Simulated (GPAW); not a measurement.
Consider Ag2PdO2 (Immm).

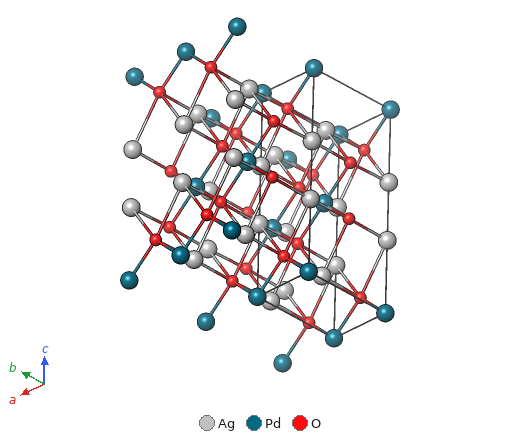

The structure (silver light grey, palladium blue, oxygen red). 2×2×1 conventional cells are drawn. Some periodic images of atoms are drawn too.

```cif
data_structure
_symmetry_space_group_name_H-M 'P 1'
_symmetry_Int_Tables_number 1
_cell_length_a 5.6516
_cell_length_b 5.6516
_cell_length_c 5.6516
_cell_angle_alpha 149.133
_cell_angle_beta 132.468
_cell_angle_gamma 57.755
_cell_volume 67.81
loop_
_atom_site_label
_atom_site_type_symbol
_atom_site_fract_x
_atom_site_fract_y
_atom_site_fract_z
_atom_site_occupancy
Ag1 Ag 0.64242 0.64242 0.00000 1
Ag2 Ag 0.35758 0.35758 0.00000 1
Pd3 Pd 0.00000 0.00000 0.00000 1
O4 O 0.13730 0.63730 0.50000 1
O5 O 0.86270 0.36270 0.50000 1
```

Absorber: atom 1, with 2 O at 2.28 Å and 2 O at 2.65 Å (4-fold, site symmetry mm2). Method: GPAW, LDA, excited-electron core hole (neutral cell), 25-atom cell with 7.1 Å between holes, 3×3×3 k points, dipole transitions, Gaussian full width 2.4 eV up to 4 eV, rising linearly to 3.5 eV at 25 eV.

Q: Predict the near-edge structure at the Ag L₃ edge.

Main maxima up to 30 eV above the zero (height): 1.6 eV (0.54), 12.6 eV (1.40) and 22.0 eV (2.39). At an L edge the dipole rule selects empty d (and weakly s) states on the absorber, and this run shows no strong white line at the onset. 

The Ag L₃ spectrum (energy from the lowest empty level; intensity scaled to a mean of 1 over the first 20 eV; polarised curves are means over the symmetry-equivalent atoms):

```tsv
E (eV)	isotropic	ε ∥ x	ε ∥ y	ε ∥ z
-2.0	0.01	0.02	0.01	0.01
-0.5	0.18	0.22	0.10	0.21
1.0	0.50	0.63	0.31	0.57
2.5	0.50	0.78	0.25	0.46
4.0	0.46	0.65	0.23	0.51
5.5	0.65	0.67	0.49	0.78
7.0	0.89	0.89	0.79	0.98
8.5	0.93	0.94	0.83	1.03
10.0	1.05	1.07	0.90	1.19
11.5	1.32	1.39	1.20	1.37
13.0	1.39	1.40	1.40	1.36
14.5	1.20	1.20	1.21	1.19
16.0	1.06	1.08	0.97	1.13
17.5	1.25	1.29	1.15	1.32
19.0	1.76	1.85	1.65	1.77
20.5	2.23	2.29	2.21	2.20
22.0	2.39	2.28	2.57	2.31
23.5	2.23	2.04	2.54	2.11
25.0	1.90	1.72	2.20	1.77
26.5	1.57	1.42	1.80	1.50
28.0	1.37	1.25	1.48	1.37
29.5	1.30	1.24	1.35	1.32
31.0	1.25	1.24	1.26	1.26
```

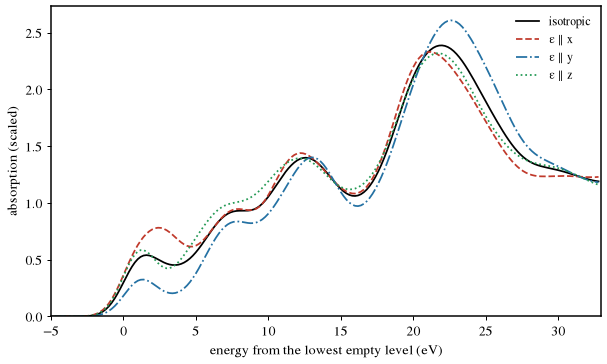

The Ag L₃ edge.

Only the L₃ part is meant: spin–orbit coupling of the core level isn't computed and the L₂ copy isn't added. The script folds with a Gaussian, whereas the core hole's own line is a Lorentzian, so the onset is too steep and the first peak too high. The unit cell's mesh shows no gap over 0.35 eV. That is right for a metallic compound; for a small-gap or correlated insulator it would be the fault of the functional or of the assumed magnetic order, and the hole would be screened too well. Lifetime broadening is put in by hand, and intensities beyond about 20 eV depend on it and on the partial waves. The structure is a published determination, not relaxed.

[Banner, clock and machine lines of the logs are left out without a mark of their own.]

[Logs are printed without paths, hosts, clocks, repeated set-up lines and the standing remarks that a program may print on its own settings, such as how far it seeks lower states.]

[Hosts, paths, dates, database ids (printed as entryN), source tags and the programs' standing remarks are cut or masked in the printed files.]

[Lists of maxima count a maximum above −3 eV only where it reaches 4 % of the highest in the window and stands out from its surroundings by 2 % of it (1.5 % where it reaches 55 %); shoulders and weaker maxima are passed over, and of the rest the first, up to two pre-edge ones and the few strongest are named.]
